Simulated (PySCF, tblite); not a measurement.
# C₅H₇FO₂: dynamics, then NMR shifts on frames, part 2 of 2

tblite 0.8.0 and PySCF 2.14.0. Atoms count from 0. The steps go on from the part before.

**5. Nuclear shieldings: 625 fs, PBE0/pcSseg-1**

Job settings and geometry (Å):

```
{"job": {"kind": "nmr", "xc": "PBE0", "basis": "pcSseg-1", "pop": false}, "charge": 0, "multiplicity": 1}
O     -1.384600     2.091800     1.212600
C     -0.952000     1.391000     0.336600
C     -1.723500     0.848400    -0.804000
C     -1.393600    -0.683600    -0.899400
O     -0.058900    -0.856600    -1.095400
C      0.697000    -0.557500     0.019000
C      0.530900     0.988500     0.363700
F      1.027600     1.240600     1.623400
H     -2.765700     1.135800    -0.542000
H     -1.273600     1.321900    -1.714800
H     -1.762300    -1.221200    -1.742800
H     -1.843600    -1.253500     0.008000
H      0.301700    -0.979700     0.902900
H      1.734700    -0.742200    -0.265300
H      1.066200     1.688900    -0.239200
```

Level: GIAO PBE0/pcSseg-1 NMR shielding, non-relativistic, gas phase.

Log:

```text
coarse grid: 13032 points
cycle   1  E = -444.2017759139  dE =  1.384e+00  |g| = 9.928e-01  |ddm| = 3.438e+00
cycle   2  E = -443.6566559337  dE =  5.451e-01  |g| = 1.975e+00  |ddm| = 2.766e+00
cycle   3  E = -444.3742965372  dE = -7.176e-01  |g| = 2.197e-01  |ddm| = 2.148e+00
cycle   4  E = -444.3820510022  dE = -7.754e-03  |g| = 1.053e-01  |ddm| = 2.357e-01
cycle   5  E = -444.3838622382  dE = -1.811e-03  |g| = 2.077e-02  |ddm| = 8.529e-02
cycle   6  E = -444.3839488517  dE = -8.661e-05  |g| = 6.202e-03  |ddm| = 1.927e-02
cycle   7  E = -444.3839558373  dE = -6.986e-06  |g| = 1.411e-03  |ddm| = 5.585e-03
final grid: 127664 points
cycle   8  E = -444.4606444636  dE = -2.309e-05  |g| = 1.517e-02  |ddm| = 2.826e-02
cycle   9  E = -444.4605392567  dE =  1.052e-04  |g| = 2.838e-02  |ddm| = 2.958e-02
cycle  10  E = -444.4606850076  dE = -1.458e-04  |g| = 2.857e-03  |ddm| = 2.117e-02
cycle  11  E = -444.4606864470  dE = -1.439e-06  |g| = 3.947e-04  |ddm| = 2.133e-03
cycle  12  E = -444.4606864706  dE = -2.361e-08  |g| = 1.461e-04  |ddm| = 4.172e-04
cycle  13  E = -444.4606864752  dE = -4.622e-09  |g| = 3.194e-05  |ddm| = 1.586e-04
cycle  14  E = -444.4606864755  dE = -2.044e-10  |g| = 9.247e-06  |ddm| = 3.372e-05
converged SCF energy = -444.4606864755

GIAO shielding tensors (ppm)
atom      isotropic    diamagn.    paramagn.     s11        s22        s33       span
  0 O     -331.982     395.242    -727.224   -930.652   -420.523    355.229   1285.881
  1 C      -22.241     251.271    -273.511   -111.676    -57.196    102.149    213.825
  2 C      136.347     252.297    -115.950    114.042    140.573    154.425     40.384
  3 C      115.799     244.451    -128.652     79.375    103.817    164.204     84.829
  4 O      291.616     396.300    -104.684    237.266    306.060    331.523     94.256
  5 C      110.807     245.261    -134.455     73.568     94.581    164.271     90.703
  6 C       91.078     248.432    -157.355     59.849     79.837    133.546     73.697
  7 F      401.110     471.269     -70.159    375.822    401.698    425.810     49.988
  8 H       28.327      28.143       0.184     24.842     27.029     33.110      8.268
  9 H       28.496      28.294       0.203     26.145     26.596     32.749      6.604
 10 H       27.165      28.436      -1.271     22.233     26.126     33.136     10.903
 11 H       27.059      27.830      -0.771     22.702     26.391     32.085      9.383
 12 H       28.993      30.956      -1.963     24.392     29.819     32.768      8.376
 13 H       26.665      28.895      -2.230     22.422     26.096     31.477      9.055
 14 H       27.237      30.905      -3.669     23.301     28.373     30.036      6.735
```

Wall time 62 s (1 thread of Intel Xeon at 2.50GHz, shared host); peak memory 0.87 GiB.

Key values: δ C1 209.2, C6 95.8, C5 76.1, C3 71.1, H13 5.05, H11 4.66 ppm.

**6. NMR shieldings: 800 fs, PBE0/pcSseg-1**

Job settings and geometry (Å):

```
{"job": {"kind": "nmr", "xc": "PBE0", "basis": "pcSseg-1", "pop": false}, "charge": 0, "multiplicity": 1}
O     -1.252700     1.046000     2.046300
C     -0.921400     0.895400     0.917700
C     -1.959300     0.549500    -0.121800
C     -1.427000    -0.551100    -1.141600
O     -0.023900    -0.376200    -1.533900
C      0.754000    -0.423500    -0.355200
C      0.449300     0.935500     0.445900
F      1.308600     1.101500     1.502200
H     -2.997200     0.293500     0.311000
H     -2.248500     1.456700    -0.718200
H     -1.876700    -0.564700    -2.144400
H     -1.534000    -1.547700    -0.639400
H      0.545300    -1.239000     0.304700
H      1.849200    -0.347200    -0.513200
H      0.750000     1.690400    -0.261200
```

Level: GIAO PBE0/pcSseg-1 NMR shielding, non-relativistic, gas phase.

Log:

```text
coarse grid: 13032 points
cycle   1  E = -444.1999729306  dE =  1.223e+00  |g| = 9.921e-01  |ddm| = 3.417e+00
cycle   2  E = -443.6659230514  dE =  5.340e-01  |g| = 1.960e+00  |ddm| = 2.978e+00
cycle   3  E = -444.3747591908  dE = -7.088e-01  |g| = 1.898e-01  |ddm| = 2.323e+00
cycle   4  E = -444.3801442233  dE = -5.385e-03  |g| = 1.073e-01  |ddm| = 2.182e-01
cycle   5  E = -444.3820392373  dE = -1.895e-03  |g| = 2.340e-02  |ddm| = 8.766e-02
cycle   6  E = -444.3821421262  dE = -1.029e-04  |g| = 7.266e-03  |ddm| = 2.090e-02
cycle   7  E = -444.3821513241  dE = -9.198e-06  |g| = 1.774e-03  |ddm| = 6.686e-03
final grid: 127664 points
cycle   8  E = -444.4593631561  dE = -1.041e-05  |g| = 1.652e-02  |ddm| = 2.753e-02
cycle   9  E = -444.4592377359  dE =  1.254e-04  |g| = 3.103e-02  |ddm| = 3.306e-02
cycle  10  E = -444.4594119902  dE = -1.743e-04  |g| = 2.330e-03  |ddm| = 2.349e-02
cycle  11  E = -444.4594129396  dE = -9.494e-07  |g| = 4.957e-04  |ddm| = 1.951e-03
cycle  12  E = -444.4594129804  dE = -4.076e-08  |g| = 1.353e-04  |ddm| = 4.822e-04
cycle  13  E = -444.4594129843  dE = -3.894e-09  |g| = 3.893e-05  |ddm| = 1.563e-04
cycle  14  E = -444.4594129846  dE = -3.305e-10  |g| = 9.539e-06  |ddm| = 4.242e-05
converged SCF energy = -444.4594129846

GIAO shielding tensors (ppm)
atom      isotropic    diamagn.    paramagn.     s11        s22        s33       span
  0 O     -317.660     394.894    -712.554   -939.908   -393.114    380.041   1319.948
  1 C       -8.842     245.456    -254.298   -101.203    -28.491    103.168    204.371
  2 C      138.884     251.338    -112.454    112.419    137.376    166.856     54.437
  3 C      103.785     243.703    -139.918     62.570     88.118    160.667     98.098
  4 O      262.393     395.467    -133.074    227.965    261.616    297.598     69.633
  5 C      106.300     248.557    -142.256     70.383     86.828    161.690     91.306
  6 C       93.953     246.987    -153.034     52.496     87.399    141.965     89.469
  7 F      404.482     470.227     -65.745    380.538    398.951    433.958     53.420
  8 H       27.836      27.395       0.441     24.826     25.878     32.804      7.978
  9 H       28.155      27.912       0.243     25.605     26.431     32.429      6.825
 10 H       26.623      27.523      -0.900     22.017     25.690     32.162     10.145
 11 H       27.226      28.339      -1.114     21.919     27.643     32.115     10.196
 12 H       28.722      31.335      -2.613     25.265     28.323     32.576      7.311
 13 H       26.916      29.106      -2.190     23.142     26.593     31.012      7.870
 14 H       26.401      30.605      -4.204     22.202     27.641     29.359      7.157
```

It took 60 s on 1 thread of Intel Xeon at 2.50GHz, shared host; peak memory 0.87 GiB.

In short: δ C1 195.8, C6 93.0, C3 83.1, C5 80.6, H14 5.32, H10 5.09 ppm.

**7. Nuclear shieldings: 1000 fs, PBE0/pcSseg-1**

Job settings and geometry (Å):

```
{"job": {"kind": "nmr", "xc": "PBE0", "basis": "pcSseg-1", "pop": false}, "charge": 0, "multiplicity": 1}
O     -1.067600     0.460100     2.021600
C     -0.664400     0.827900     0.965700
C     -1.512200     0.973500    -0.240700
C     -1.117300    -0.090700    -1.193900
O      0.151700    -0.003300    -1.650000
C      1.111200     0.100700    -0.638200
C      0.782700     0.874200     0.580200
F      1.630500     0.421800     1.560200
H     -2.513600     0.766300     0.122400
H     -1.445300     2.015700    -0.539300
H     -1.788500    -0.229500    -2.071400
H     -1.306400    -1.009400    -0.589200
H      1.355600    -0.966400    -0.326800
H      1.989500     0.437400    -1.149300
H      1.107600     2.011400     0.518000
```

Method: GIAO PBE0/pcSseg-1 NMR shielding, non-relativistic, gas phase.

Log:

```text
coarse grid: 13032 points
cycle   1  E = -444.1998364590  dE =  1.591e+00  |g| = 9.966e-01  |ddm| = 3.465e+00
cycle   2  E = -443.6917085874  dE =  5.081e-01  |g| = 1.936e+00  |ddm| = 2.684e+00
cycle   3  E = -444.3732493983  dE = -6.815e-01  |g| = 2.169e-01  |ddm| = 2.041e+00
cycle   4  E = -444.3811320050  dE = -7.883e-03  |g| = 9.926e-02  |ddm| = 2.385e-01
cycle   5  E = -444.3827516006  dE = -1.620e-03  |g| = 2.125e-02  |ddm| = 8.491e-02
cycle   6  E = -444.3828399793  dE = -8.838e-05  |g| = 6.329e-03  |ddm| = 1.993e-02
cycle   7  E = -444.3828472595  dE = -7.280e-06  |g| = 1.219e-03  |ddm| = 5.439e-03
final grid: 127664 points
cycle   8  E = -444.4576245587  dE = -2.282e-05  |g| = 1.519e-02  |ddm| = 2.980e-02
cycle   9  E = -444.4575184929  dE =  1.061e-04  |g| = 2.850e-02  |ddm| = 3.002e-02
cycle  10  E = -444.4576655445  dE = -1.471e-04  |g| = 2.640e-03  |ddm| = 2.102e-02
cycle  11  E = -444.4576667855  dE = -1.241e-06  |g| = 3.243e-04  |ddm| = 1.938e-03
cycle  12  E = -444.4576668001  dE = -1.462e-08  |g| = 1.470e-04  |ddm| = 3.989e-04
cycle  13  E = -444.4576668048  dE = -4.617e-09  |g| = 2.637e-05  |ddm| = 1.629e-04
cycle  14  E = -444.4576668049  dE = -1.450e-10  |g| = 6.177e-06  |ddm| = 2.883e-05
converged SCF energy = -444.4576668049

GIAO shielding tensors (ppm)
atom      isotropic    diamagn.    paramagn.     s11        s22        s33       span
  0 O     -322.206     397.215    -719.420   -934.048   -398.268    365.700   1299.748
  1 C      -19.208     251.656    -270.864   -107.910    -57.552    107.837    215.747
  2 C      143.003     253.946    -110.943    123.505    143.860    161.645     38.140
  3 C      121.079     245.212    -124.133     89.374    106.630    167.234     77.860
  4 O      301.684     394.509     -92.825    261.483    289.823    353.746     92.263
  5 C      114.633     243.744    -129.111     79.115    101.630    163.154     84.039
  6 C       93.378     246.169    -152.791     67.215     74.982    137.938     70.723
  7 F      384.471     471.644     -87.174    342.625    391.945    418.842     76.218
  8 H       29.833      30.345      -0.512     26.370     28.139     34.991      8.621
  9 H       29.529      29.520       0.009     26.729     28.243     33.616      6.887
 10 H       26.885      27.466      -0.581     21.875     25.971     32.809     10.934
 11 H       28.014      30.127      -2.113     22.964     28.263     32.817      9.853
 12 H       26.942      28.624      -1.681     21.945     27.540     31.343      9.398
 13 H       27.171      28.639      -1.468     22.967     26.927     31.619      8.652
 14 H       24.901      26.697      -1.796     20.570     26.209     27.924      7.354
```

Wall time 60 s (1 thread of Intel Xeon at 2.50GHz, shared host); peak memory 0.87 GiB.

Key values: δ C1 206.1, C6 93.5, C5 72.3, C3 65.8, H14 6.82, H10 4.83 ppm.

**8. Side by side: NMR shifts**

Shifts (ppm) of some atoms, chosen among heavy atoms and hydrogens apart, with basis size and wall time:

```
  frame     C1    C3   H14    H8     O0    O4      F7  functions  time
 250 fs  218.6  81.7  6.73  2.81  723.2  61.1  -227.6        171  61 s
 425 fs  201.4  72.9  5.76  1.62  623.5  61.2  -207.2        171  61 s
 625 fs  209.2  71.1  4.48  3.39  668.1  44.5  -230.2        171  62 s
 800 fs  195.8  83.1  5.32  3.88  653.7  73.7  -233.5        171  60 s
1000 fs  206.1  65.8  6.82  1.88  658.3  34.4  -213.5        171  60 s
```

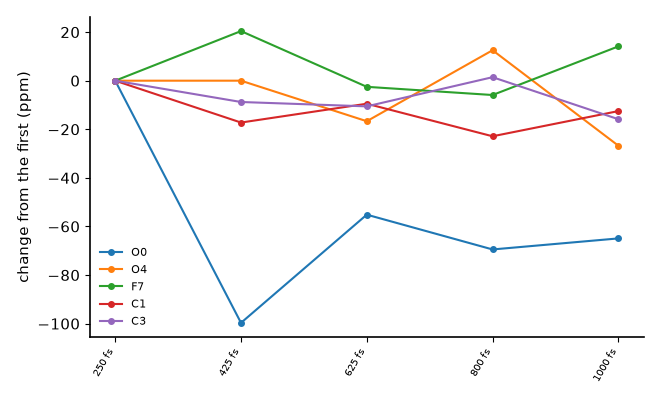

How five of the tabulated atoms move from run to run.

**9. Summary of results**

What follows sums up all 2 parts.

| quantity | value |
| --- | --- |
| thermostat | 400 K |
| mean temperature, second half | 396 K |
| mean potential energy above the minimum | 0.65 eV |
| 13C shifts against TMS (PBE0/pcSseg-1, 250 fs) | 218.6, 96.4, 81.7, 76.8, 52.3 ppm |
| 1H shifts against TMS (PBE0/pcSseg-1, 250 fs) | 6.73, 5.82, 4.94, 4.30, 3.58, 2.81, 2.39 ppm |
| 17O shifts against H2O (PBE0/pcSseg-1, 250 fs) | 723.2, 61.1 ppm |
| 19F shifts against CFCl3 (PBE0/pcSseg-1, 250 fs) | -227.6 ppm |
| range of the shift of O0 | 623.5 to 723.2 ppm |

What this shows: In the second half the potential energy averages 0.65 eV above the minimum; equipartition over 39 harmonic modes at 400 K would give 0.67 eV. With 15 atoms the temperature swings widely (212 to 592 K). Shifts at one fixed geometry are not the observed spectrum, which averages over the motion. In the first frame run (250 fs): The largest span, 1350 ppm, is at O0, where the paramagnetic term is -783 ppm. Across the 5 runs the shift of O0 moves most, between 623.5 (425 fs) and 723.2 ppm (250 fs).
